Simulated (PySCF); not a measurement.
**C$_{5}$H$_{7}$ClO$_{3}$Si (SMILES O=C1OC=C([SiH2]CCl)CO1): density, localisation and related maps**

Input

```
{"job": {"kind": "nmr", "xc": "PBE0", "basis": "pcSseg-1"}, "charge": 0, "multiplicity": 1}
O      4.173237     0.176647    -0.615887
C      3.004437     0.145468    -0.392239
O      2.439951     1.113723     0.371296
C      1.166632     0.943100     0.848853
C      0.308701     0.056552     0.359134
Si    -1.420395    -0.215132     1.043366
C     -2.674210     0.271831    -0.319865
Cl    -2.464769    -0.828508    -1.714352
C      0.807444    -0.761542    -0.793906
O      2.236117    -0.838821    -0.840382
H      0.965150     1.612370     1.670002
H     -1.602532    -1.634440     1.348649
H     -1.628708     0.657856     2.198871
H     -2.529927     1.282202    -0.696103
H     -3.706891     0.168692     0.002659
H      0.465170    -1.797645    -0.734595
H      0.453595    -0.340323    -1.745413
```

Launched as:

```sh
OMP_NUM_THREADS=1 python probes_run.py task.json out
```

Geometry: GFN2-xTB.

These are results of PBE0/pcSseg-1, SCF density, gas phase, non-relativistic (PySCF 2.14.0), not measurements.

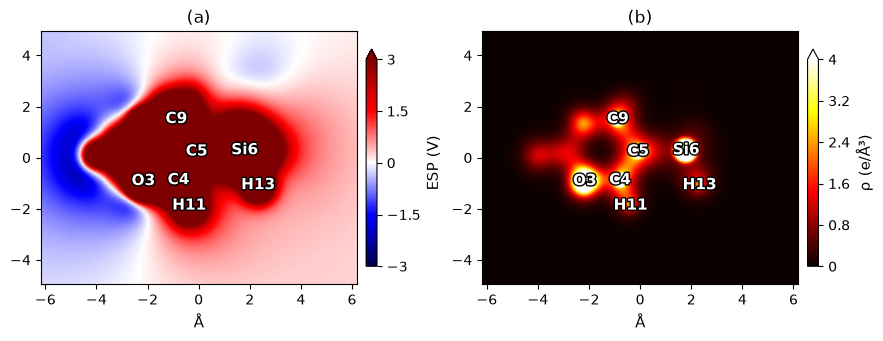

Figure 1. (a) electrostatic potential; (b) total electron density on the plane of atoms C4, C5 and Si6.

> Read the bonding off the picture.

The section cuts through O, C, Si and H sites.
C–C (1.33 Å): ρ at the midpoint is about 2.3 e/Å³.
C–Si (1.88 Å): ρ is about 0.92 e/Å³ halfway.
C–H (1.08 Å): the density is about 2.1 e/Å³ at the midpoint.
C–O (1.37 Å): the density is about 2.2 e/Å³ at the midpoint, with its minimum of 1.9 e/Å³ about 0.5 Å from C.
Outside the dense part of the molecule the potential is most negative (−2.0 V) near O1, which lies off the plane.

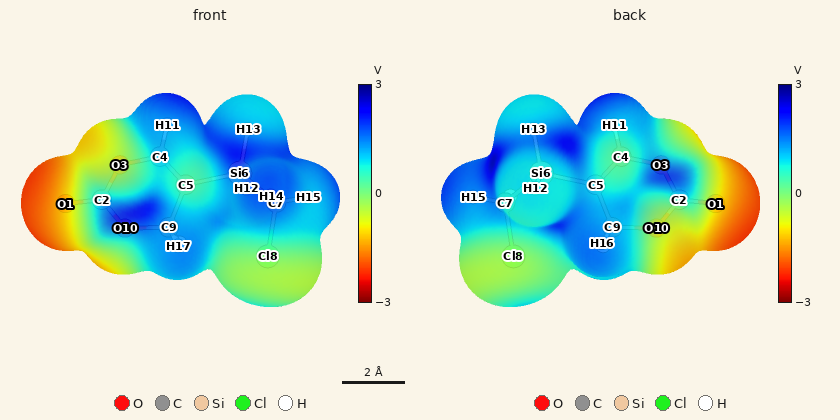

Figure 2. The molecular electrostatic potential painted on the density surface at 0.004 e/bohr³, seen from the front and from behind; the colour scale runs from red (negative) to blue (positive).

> Describe the electrostatic potential map.

The most negative region (about −2.1 V) lies over O1, the most positive (about +2.4 V) over Si6. Cl8 shows a σ-hole: about +0.9 V at the tip opposite its bond, against about +0.1 V on its flanks. O1 is the likeliest acceptor of a hydrogen bond.

> What dipole moment does the calculation give?

Its dipole moment is 5.92 D.
